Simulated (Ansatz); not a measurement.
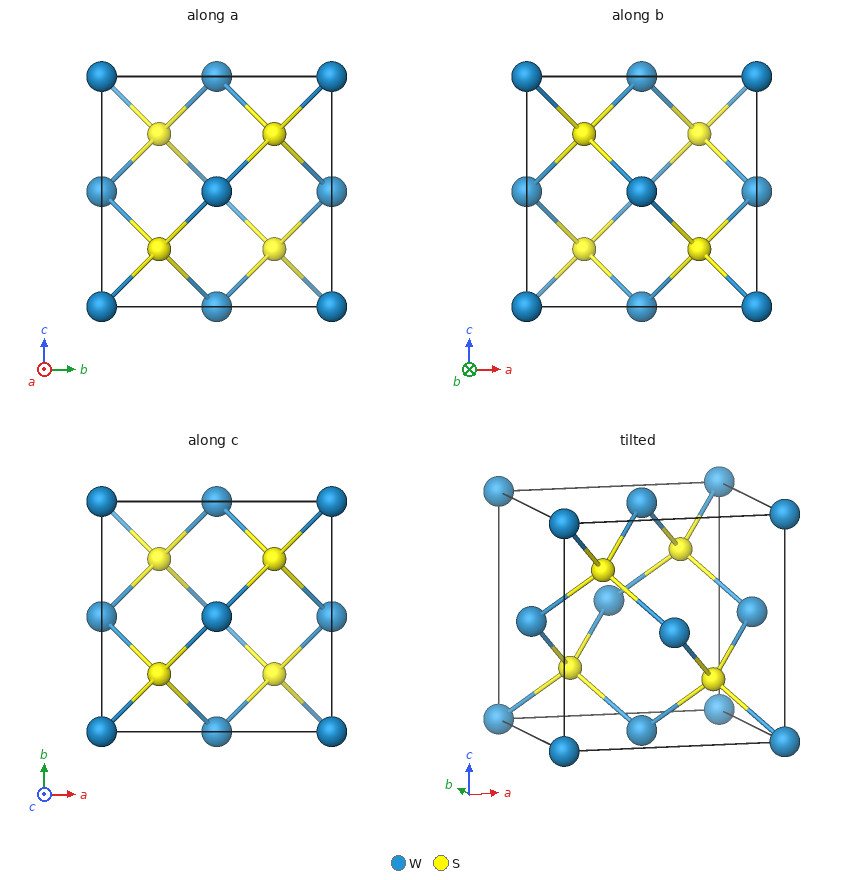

Crystal structure, ball-and-stick style, seen along the a axis, along the b axis, along the c axis and slightly off an axis. The outline marks the conventional unit cell.

Lattice parameters: a = 5.3339 Å, b = 5.3339 Å, c = 5.3339 Å, α = 90.000°, β = 90.000°, γ = 90.000°.

Convert the drawing into a CIF in P1 with every atom of the cell.

Answer.
```cif
data_structure
_symmetry_space_group_name_H-M 'P 1'
_symmetry_Int_Tables_number 1
_cell_length_a 5.3339
_cell_length_b 5.3339
_cell_length_c 5.3339
_cell_angle_alpha 90.000
_cell_angle_beta 90.000
_cell_angle_gamma 90.000
_cell_volume 151.75
loop_
_atom_site_label
_atom_site_type_symbol
_atom_site_fract_x
_atom_site_fract_y
_atom_site_fract_z
_atom_site_occupancy
W1 W 0.0000 0.0000 0.0000 1
S1 S 0.2500 0.2500 0.7500 1
W2 W 0.0000 0.5000 0.5000 1
S2 S 0.2500 0.7500 0.2500 1
W3 W 0.5000 0.0000 0.5000 1
S3 S 0.7500 0.2500 0.2500 1
W4 W 0.5000 0.5000 0.0000 1
S4 S 0.7500 0.7500 0.7500 1
```

The structure comes from a structure type filled with these elements by a generator (whether the compound takes this form wasn't checked). Earlier steps of the study may have refined or changed the cell and positions. Ansatz was used for an electronic-structure calculation on it.
